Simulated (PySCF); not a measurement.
# Pb(CH3)F: forces at shaken geometries

Aim: move all atoms of relaxed Pb(CH3)F at random and read energies and forces. The structure is generated, not taken from experiment.

Computed with PySCF 2.14.0. Level: B3LYP, Pb def2-SVP with ECP60, C def2-SVP, H def2-SVP, F def2-SVP; scalar-relativistic core potentials, no spin–orbit coupling.

3 further runs of the same task are left out: 2 for a known fault of the program, 1 that didn't finish.

### 1 The system as given

6 atoms, charge 0, spin multiplicity 1.

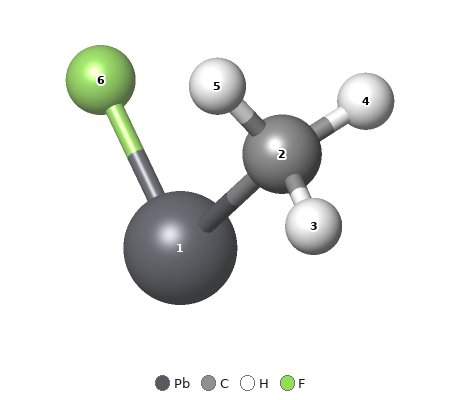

The geometry (lead dark grey, carbon grey, hydrogen white, fluorine green); atoms are numbered from 1 in the order of the file.

Geometry (Å):

```
Pb   -0.0199    0.0161   -0.2112
C     1.8921   -0.0015    1.1097
H     2.7848   -0.2423    0.5098
H     2.0237    0.9959    1.5637
H     1.7754   -0.7358    1.9226
F    -1.3429   -0.0364    1.3902
```

Formal oxidation states: Pb +2. An earlier session relaxed this geometry at B3LYP, Pb def2-SVP with ECP60, C def2-SVP, H def2-SVP, F def2-SVP (singlet, point group C1).

Its energy there is -332.597307 Eh.

### 2 Atoms moved at random, σ = 0.1 Å

File run.py (the lines that set the calculation):

```python
mol = gto.M(atom='''
Pb     0.02481     0.06205    -0.13355
C      1.80998    -0.07304     1.16025
H      2.82853    -0.26212     0.53836
H      2.01938     1.17295     1.48925
H      1.67435    -0.80192     1.83536
F     -1.24377    -0.10190     1.39512''',
    basis={'Pb': 'def2-SVP', 'C': 'def2-SVP', 'H': 'def2-SVP', 'F': 'def2-SVP'},
    ecp={'Pb': 'def2-SVP'},
    charge=0, spin=0)
mf = dft.RKS(mol, xc='B3LYP')
mf.grids.atom_grid = (50, 194)
mf = mf.density_fit()  # fitting sets: Pb def2-universal-JKFIT, C def2-universal-JKFIT, H def2-universal-JKFIT, F def2-universal-JKFIT
mf.conv_tol = 1e-08; mf.max_cycle = 55
mf.kernel(dm0)  # dm0: the density of the relaxed state
```

Run with:

```sh
$ OMP_NUM_THREADS=2 python run.py
```

The log of the run:

```text
init E= -332.553332641316
  HOMO = -0.254581997687634  LUMO = -0.109082286835857  gap/eV = 3.95925
cycle= 1 E= -332.551222868568  delta_E= 0.00211  |g|= 0.128  |ddm|= 0.382
  HOMO = -0.219103193448994  LUMO = -0.0933044975131985  gap/eV = 3.42316
cycle= 2 E= -332.548263974923  delta_E= 0.00296  |g|= 0.178  |ddm|= 0.372
  HOMO = -0.230241171703476  LUMO = -0.0915943630662426  gap/eV = 3.77277
cycle= 3 E= -332.556578402214  delta_E= -0.00831  |g|= 0.0437  |ddm|= 0.207
  HOMO = -0.229418295767772  LUMO = -0.0912211626959234  gap/eV = 3.76054
cycle= 4 E= -332.55697718652  delta_E= -0.000399  |g|= 0.00828  |ddm|= 0.0412
  HOMO = -0.229183744670557  LUMO = -0.0914008750820869  gap/eV = 3.74926
cycle= 5 E= -332.556990884007  delta_E= -1.37e-05  |g|= 0.00253  |ddm|= 0.00931
  HOMO = -0.229525806508562  LUMO = -0.0915182695549532  gap/eV = 3.75538
cycle= 6 E= -332.556992759958  delta_E= -1.88e-06  |g|= 0.000491  |ddm|= 0.00332
  HOMO = -0.22950187460167  LUMO = -0.0914981691502952  gap/eV = 3.75527
cycle= 7 E= -332.55699287792  delta_E= -1.18e-07  |g|= 9.25e-05  |ddm|= 0.00133
  HOMO = -0.229500716468419  LUMO = -0.0914960472030764  gap/eV = 3.75530
cycle= 8 E= -332.556992882241  delta_E= -4.32e-09  |g|= 2.32e-05  |ddm|= 0.000217
  HOMO = -0.229501909360497  LUMO = -0.0914982808391969  gap/eV = 3.75527
Extra cycle  E= -332.556992882448  delta_E= -2.07e-10  |g|= 1.66e-05  |ddm|= 8.07e-05
converged SCF energy = -332.556992882448
```

Wall time 1.3 s (2 threads of Intel Xeon 6975P-C (Granite Rapids), shared host).

It gives: E = -332.556993 Eh (+1.097 eV from the relaxed state), HOMO -6.25 eV, LUMO -2.49 eV, Mulliken charge on Pb1 +0.66 e, largest force component 5.951 eV/Å. 

```
atom      Fx      Fy  Fz (eV/Å)
 Pb1   0.186   0.304     -2.434
  C2   4.319   5.951     -3.835
  H3  -2.206   0.123      1.217
  H4  -0.776  -3.719     -0.134
  H5  -0.321  -2.469      3.651
  F6  -1.202  -0.190      1.535
```

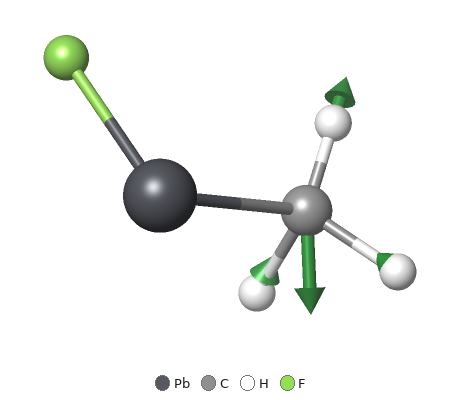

Forces as arrows, the longest for the largest force.

### 3 Atoms moved at random, σ = 0.03 Å

File run.py (the lines that set the calculation):

```python
mol = gto.M(atom='''
Pb     0.00130     0.02627    -0.24029
C      1.85929     0.00998     1.09939
H      2.82889    -0.27000     0.49345
H      2.01181     1.02230     1.59268
H      1.79784    -0.74445     1.90312
F     -1.38586    -0.04809     1.43644''',
    basis={'Pb': 'def2-SVP', 'C': 'def2-SVP', 'H': 'def2-SVP', 'F': 'def2-SVP'},
    ecp={'Pb': 'def2-SVP'},
    charge=0, spin=0)
mf = dft.RKS(mol, xc='B3LYP')
mf.grids.atom_grid = (50, 194)
mf = mf.density_fit()  # fitting sets: Pb def2-universal-JKFIT, C def2-universal-JKFIT, H def2-universal-JKFIT, F def2-universal-JKFIT
mf.conv_tol = 1e-08; mf.max_cycle = 55
mf.kernel(dm0)  # dm0: the density of the relaxed state
```

Run with:

```sh
$ OMP_NUM_THREADS=2 python run.py
```

The log of the run:

```text
init E= -332.545708131313
  HOMO = -0.256542090029896  LUMO = -0.117139578885016  gap/eV = 3.79334
cycle= 1 E= -332.589413998987  delta_E= -0.0437  |g|= 0.0565  |ddm|= 0.175
  HOMO = -0.23351761552729  LUMO = -0.104680734616327  gap/eV = 3.50583
cycle= 2 E= -332.58705135394  delta_E= 0.00236  |g|= 0.124  |ddm|= 0.171
  HOMO = -0.238108771113716  LUMO = -0.104167982183437  gap/eV = 3.64471
cycle= 3 E= -332.59032533189  delta_E= -0.00327  |g|= 0.0138  |ddm|= 0.0994
  HOMO = -0.239441862077268  LUMO = -0.104158888978606  gap/eV = 3.68124
cycle= 4 E= -332.590361585424  delta_E= -3.63e-05  |g|= 0.00728  |ddm|= 0.0194
  HOMO = -0.239036152547236  LUMO = -0.104196544934759  gap/eV = 3.66917
cycle= 5 E= -332.590375129319  delta_E= -1.35e-05  |g|= 0.00061  |ddm|= 0.0073
  HOMO = -0.239127932942388  LUMO = -0.104234951209737  gap/eV = 3.67062
cycle= 6 E= -332.590375230437  delta_E= -1.01e-07  |g|= 0.000141  |ddm|= 0.000895
  HOMO = -0.239133206421844  LUMO = -0.104241083398659  gap/eV = 3.67060
cycle= 7 E= -332.590375237202  delta_E= -6.77e-09  |g|= 1.92e-05  |ddm|= 0.000237
  HOMO = -0.239130363244371  LUMO = -0.104239340203069  gap/eV = 3.67057
Extra cycle  E= -332.590375237254  delta_E= -5.18e-11  |g|= 1.84e-05  |ddm|= 5.51e-05
converged SCF energy = -332.590375237254
```

Wall time 1.4 s (2 threads of Intel Xeon 6975P-C (Granite Rapids), shared host).

Result: E = -332.590375 Eh (+0.189 eV from the relaxed state), HOMO -6.51 eV, LUMO -2.84 eV, Mulliken charge on Pb1 +0.70 e, largest force component 2.082 eV/Å. 

```
atom      Fx      Fy  Fz (eV/Å)
 Pb1  -1.081  -0.058      1.054
  C2   2.082   0.098     -0.320
  H3  -1.563   0.665      0.877
  H4  -0.089  -0.848     -0.484
  H5  -0.237   0.088      0.023
  F6   0.888   0.055     -1.150
```

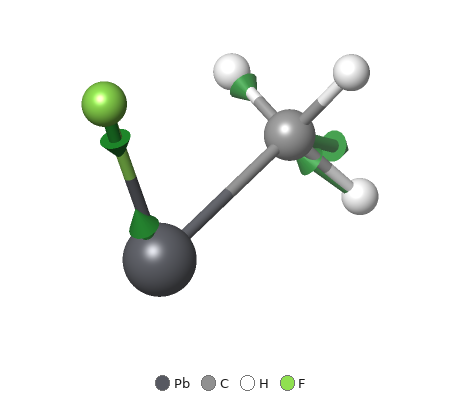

Forces as arrows, the longest for the largest force.

### 4 Atoms moved at random, σ = 0.03 Å

File run.py (the lines that set the calculation):

```python
mol = gto.M(atom='''
Pb     0.03648     0.01982    -0.22198
C      1.91950    -0.05907     1.03218
H      2.77415    -0.22502     0.51237
H      2.03193     1.04866     1.60847
H      1.72982    -0.75476     1.94239
F     -1.37862    -0.03362     1.41137''',
    basis={'Pb': 'def2-SVP', 'C': 'def2-SVP', 'H': 'def2-SVP', 'F': 'def2-SVP'},
    ecp={'Pb': 'def2-SVP'},
    charge=0, spin=0)
mf = dft.RKS(mol, xc='B3LYP')
mf.grids.atom_grid = (50, 194)
mf = mf.density_fit()  # fitting sets: Pb def2-universal-JKFIT, C def2-universal-JKFIT, H def2-universal-JKFIT, F def2-universal-JKFIT
mf.conv_tol = 1e-08; mf.max_cycle = 55
mf.kernel(dm0)  # dm0: the density of the relaxed state
```

Run with:

```sh
$ OMP_NUM_THREADS=2 python run.py
```

The log of the run:

```text
init E= -332.533684959711
  HOMO = -0.259473663186288  LUMO = -0.118983582935627  gap/eV = 3.82293
cycle= 1 E= -332.573772589561  delta_E= -0.0401  |g|= 0.0844  |ddm|= 0.247
  HOMO = -0.230223308170853  LUMO = -0.101362636514708  gap/eV = 3.50648
cycle= 2 E= -332.571856600125  delta_E= 0.00192  |g|= 0.134  |ddm|= 0.238
  HOMO = -0.236459977999253  LUMO = -0.100580644486023  gap/eV = 3.69746
cycle= 3 E= -332.575916524912  delta_E= -0.00406  |g|= 0.0372  |ddm|= 0.136
  HOMO = -0.237155619906687  LUMO = -0.100728404109812  gap/eV = 3.71237
cycle= 4 E= -332.576171938696  delta_E= -0.000255  |g|= 0.00762  |ddm|= 0.0329
  HOMO = -0.236682982519081  LUMO = -0.100837125529193  gap/eV = 3.69655
cycle= 5 E= -332.57618736184  delta_E= -1.54e-05  |g|= 0.00141  |ddm|= 0.00886
  HOMO = -0.236892209015725  LUMO = -0.100938653825445  gap/eV = 3.69948
cycle= 6 E= -332.576187975497  delta_E= -6.14e-07  |g|= 0.000336  |ddm|= 0.00202
  HOMO = -0.236888220612975  LUMO = -0.100933070726185  gap/eV = 3.69953
cycle= 7 E= -332.576188019561  delta_E= -4.41e-08  |g|= 6.57e-05  |ddm|= 0.000721
  HOMO = -0.236886718968893  LUMO = -0.100930425137189  gap/eV = 3.69956
cycle= 8 E= -332.576188021453  delta_E= -1.89e-09  |g|= 2.28e-05  |ddm|= 0.000136
  HOMO = -0.23688585671578  LUMO = -0.100930882184155  gap/eV = 3.69952
Extra cycle  E= -332.576188021127  delta_E= 3.26e-10  |g|= 5.01e-05  |ddm|= 7.12e-05
converged SCF energy = -332.576188021127
```

It took 1.3 s on 2 threads of Intel Xeon 6975P-C (Granite Rapids), shared host.

Result: E = -332.576188 Eh (+0.575 eV from the relaxed state), HOMO -6.45 eV, LUMO -2.75 eV, Mulliken charge on Pb1 +0.69 e, largest force component 5.193 eV/Å. 

```
atom      Fx      Fy  Fz (eV/Å)
 Pb1  -1.251   0.021      0.466
  C2  -3.085   2.649      5.193
  H3   3.158  -0.845     -1.726
  H4  -0.261  -2.584     -1.574
  H5   0.544   0.729     -1.461
  F6   0.894   0.031     -0.898
```

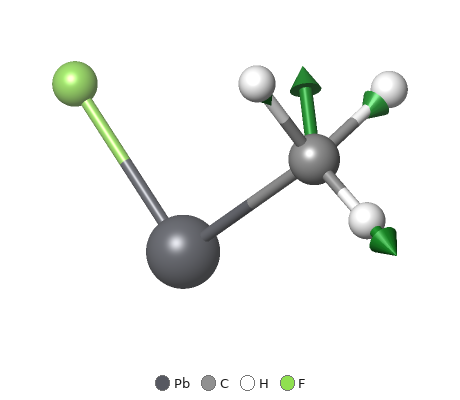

Forces as arrows, the longest for the largest force.

### 5 Results

| σ (Å) | energy rise (eV) | harmonic estimate −½ F·u (eV) | largest force component (eV/Å) |
| --- | --- | --- | --- |
| 0.1 | 1.097 | 1.036 | 5.95 |
| 0.03 | 0.189 | 0.177 | 2.08 |
| 0.03 | 0.575 | 0.548 | 5.19 |

Every displacement raises the energy. For a harmonic well the rise equals −½ F·u; the two differ by at most 6 % here (a move with σ = 0.03 Å), from anharmonicity, the grid and the small forces left at the relaxed point. These are double-zeta-type bases without diffuse functions. Spin–orbit coupling is left out.
